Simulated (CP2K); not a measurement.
**PM3 run of SiH3OF (SMILES O[SiH2]F)**

What is the energy change on altering one bond length of SiH3OF at PM3? 

The results are computed with CP2K 2026.2.

3 further runs of the same task are left out: 3 set aside as unsound or not needed.

## Step 1: Starting point

The species is SiH3OF (6 atoms), meant as a singlet with charge 0. SMILES: `O[SiH2]F`. The shape is that of a PBE0-D4/def2-TZVP optimisation. This is one conformer, not always the lowest.

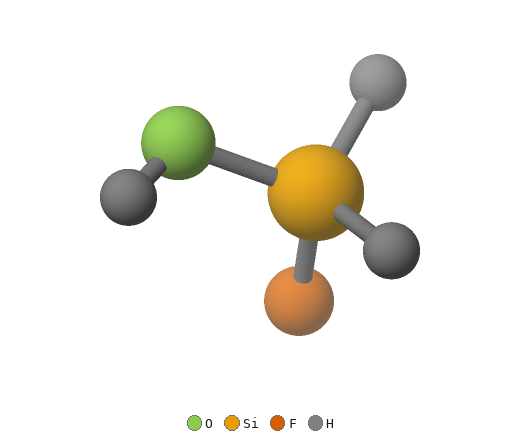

Viewed from a chosen angle; oxygen green, silicon amber, fluorine orange, hydrogen grey.

## Step 2: The energy at PM3

molecule.xyz reads:

```xyz
6

O     -0.853500    -0.209200    -0.924100
Si     0.378300    -0.009300     0.123900
F      0.180800    -0.922800     1.417800
H     -1.714200     0.150200    -0.705600
H      1.595600    -0.458500    -0.575800
H      0.455100     1.385600     0.617600
```

gas.inp reads:

```
&force_eval
  method QUICKSTEP
  &dft
    # Quickstep
    &qs
      method PM3
      eps_default 1.0E-10
      &se
        &coulomb
          cutoff [angstrom] 50
          rc_range [angstrom] 0
        &end coulomb
        &exchange
          cutoff [angstrom] 50
          rc_range [angstrom] 0
        &end exchange
      &end se
    &end qs
    # isolated system
    &poisson
      periodic NONE
      poisson_solver ANALYTIC
    &end poisson
    &scf
      scf_guess ATOMIC
      eps_scf 1.0E-07
      max_scf 150
      added_mos 4
      &diagonalization
        algorithm STANDARD
      &end diagonalization
      &mixing
        method DIRECT_P_MIXING
        alpha 0.4
      &end mixing
    &end scf
    &print
      &moments
        periodic F
        reference COM
        max_moment 1
      &end moments
      &mo ON
        energies T
        occupation_numbers T
        ndigits 6
        &each
          qs_scf 0
        &end each
        add_last NUMERIC
      &end mo
      &hirshfeld OFF
      &end hirshfeld
    &end print
  &end dft
  &subsys
    &cell
      abc 19.3 18.3 18.3
      periodic NONE
    &end cell
    &topology
      coord_file_name molecule.xyz
      coord_file_format XYZ
      &center_coordinates
      &end center_coordinates
    &end topology
  &end subsys
&end force_eval

&global
  project gas
  run_type ENERGY
  print_level MEDIUM
&end global
```

Started as:

```console
$ OMP_NUM_THREADS=1 cp2k.psmp gas.inp > gas.out
```

The program printed:

```text
CP2K| version string:                                       CP2K version 2026.2
[...]
 GLOBAL| Method name                                                        CP2K
[...]
 GLOBAL| Run type                                                         ENERGY
[...]
                             - Atoms:                                          6
[...]
                             - Spherical basis functions:                     15
[...]
 Number of electrons:                                                         20
[...]
     1 P_Mix/Diag. 0.40E+00    0.0     0.71413977       -28.2339839731 -2.82E+01
[...]
    18 DIIS/Diag.  0.26E-07    0.0     0.00000008       -31.4408465835 -3.55E-14
  *** SCF run converged in    18 steps ***
  Core-core repulsion energy [eV]:                            835.05699351651492
  Core Hamiltonian energy [eV]:                             -1443.15720737031847
  Two-electron integral energy [eV]:                         -494.89746260971452
  Electronic energy [eV]:                                   -1690.60593867517582
  Total energy [eV]:                                         -855.54894515866090
  Atomic reference energy [eV]:                               848.74772687027314
  Heat of formation [kcal/mol]:                              -156.83983208094247
[...]
 SE_DIPOLE| Moment [Debye]          0.24942206      -1.28735530      -0.05202105
 SE_DIPOLE| Derivative [a.u.]       0.00000000       0.00000000       0.00000000
 ENERGY| Total FORCE_EVAL ( QS ) energy [hartree]            -31.440846583498008
[...]
```

Wall time 1.6 s (1 thread of Intel Xeon at 2.50GHz (Skylake/Cascade Lake), shared host); peak memory 0.18 GiB.

## Step 3: The distorted shape at the same level

molecule.xyz reads:

```xyz
6

O     -1.038240    -0.239180    -1.081274
Si     0.378300    -0.009300     0.123900
F      0.180800    -0.922800     1.417800
H     -1.898940     0.120220    -0.862774
H      1.595600    -0.458500    -0.575800
H      0.455100     1.385600     0.617600
```

calc.inp reads:

```
&FORCE_EVAL
  METHOD QUICKSTEP
  &DFT
    &QS
      METHOD PM3
      EPS_DEFAULT 1.0E-10
      &SE
        &COULOMB
          CUTOFF [angstrom] 50
          RC_RANGE [angstrom] 0
        &END COULOMB
        &EXCHANGE
          CUTOFF [angstrom] 50
          RC_RANGE [angstrom] 0
        &END EXCHANGE
      &END SE
    &END QS
    &POISSON
      PERIODIC NONE
      POISSON_SOLVER ANALYTIC
    &END POISSON
    &SCF
      SCF_GUESS ATOMIC
      EPS_SCF 1.0E-07
      MAX_SCF 150
      ADDED_MOS 4
      &DIAGONALIZATION
        ALGORITHM STANDARD
      &END DIAGONALIZATION
      &MIXING
        METHOD DIRECT_P_MIXING
        ALPHA 0.4
      &END MIXING
    &END SCF
    &PRINT
      &MOMENTS
        PERIODIC F
        REFERENCE COM
        MAX_MOMENT 1
      &END MOMENTS
      &MO ON
        ENERGIES T
        OCCUPATION_NUMBERS T
        NDIGITS 6
        &EACH
          QS_SCF 0
        &END EACH
        ADD_LAST NUMERIC
      &END MO
      &HIRSHFELD OFF
      &END HIRSHFELD
    &END PRINT
  &END DFT
  &SUBSYS
    &CELL
      ABC 19.5 18.3 18.5
      PERIODIC NONE
    &END CELL
    &TOPOLOGY
      COORD_FILE_NAME molecule.xyz
      COORD_FILE_FORMAT XYZ
      &CENTER_COORDINATES
      &END CENTER_COORDINATES
    &END TOPOLOGY
  &END SUBSYS
&END FORCE_EVAL

&GLOBAL
  PROJECT calc
  RUN_TYPE ENERGY
  PRINT_LEVEL MEDIUM
&END GLOBAL
```

Started as:

```console
$ OMP_NUM_THREADS=1 cp2k.psmp -i calc.inp > calc.out 2>&1
```

The program printed:

```text
CP2K| version string:                                       CP2K version 2026.2
[...]
 GLOBAL| Method name                                                        CP2K
[...]
 GLOBAL| Run type                                                         ENERGY
[...]
                             - Atoms:                                          6
[...]
                             - Spherical basis functions:                     15
[...]
 Number of electrons:                                                         20
[...]
     1 P_Mix/Diag. 0.40E+00    0.0     0.72577315       -28.3101917650 -2.83E+01
[...]
    20 DIIS/Diag.  0.21E-07    0.0     0.00000003       -31.4257407855  7.11E-15
  *** SCF run converged in    20 steps ***
  Core-core repulsion energy [eV]:                            803.30938433426456
  Core Hamiltonian energy [eV]:                             -1439.05323926169649
  Two-electron integral energy [eV]:                         -438.78808112943477
  Electronic energy [eV]:                                   -1658.44727982641371
  Total energy [eV]:                                         -855.13789549214926
  Atomic reference energy [eV]:                               848.74772687027314
  Heat of formation [kcal/mol]:                              -147.36080083404306
[...]
 SE_DIPOLE| Moment [Debye]         -0.18703909      -1.34037462      -0.53169062
 SE_DIPOLE| Derivative [a.u.]       0.00000000       0.00000000       0.00000000
 ENERGY| Total FORCE_EVAL ( QS ) energy [hartree]            -31.425740785546736
[...]
```

Wall time 1.5 s (1 thread of Intel Xeon at 2.50GHz (Skylake/Cascade Lake), shared host); peak memory 0.19 GiB.

## Step 4: Outcome

Level: PM3.

```
                                                          quantity            value
                                         first shape: total energy     -31.44085 Eh
                                        first shape: dipole moment           1.31 D
                                          first shape: HOMO energy        -10.40 eV
                                          first shape: LUMO energy          0.96 eV
                                        first shape: HOMO–LUMO gap         11.36 eV
                                    first shape: heat of formation  -156.8 kcal/mol
                                     distorted shape: total energy     -31.42574 Eh
                                    distorted shape: dipole moment           1.45 D
                                      distorted shape: HOMO energy        -10.73 eV
                                      distorted shape: LUMO energy          0.59 eV
                                    distorted shape: HOMO–LUMO gap         11.32 eV
                                distorted shape: heat of formation  -147.4 kcal/mol
energy change with the O1–Si2 bond stretched from 1.630 to 1.874 Å         0.411 eV
```

What this shows: With the O1–Si2 bond stretched from 1.630 to 1.874 Å the energy rises by 0.41 eV (39.7 kJ/mol). The first shape isn't relaxed at this level, so the change isn't measured from a minimum.
